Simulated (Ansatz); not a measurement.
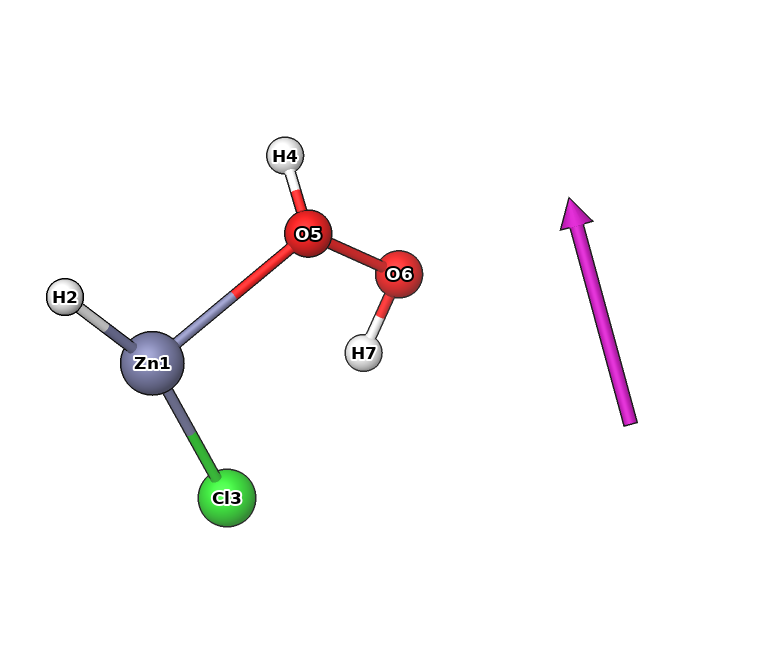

The arrow beside the molecule shows the direction of the dipole moment, from the negative to the positive end (its length means nothing). The geometry was computed by an optimisation with PBE0-D4/def2-TZVP. Method: RKS PBE0-D4/def2-TZVP (Ansatz 0.2.0).

### How large is the dipole moment?

2.34 D; it points from the side of Cl3 to the side of H4 (the outermost atoms at the two ends).
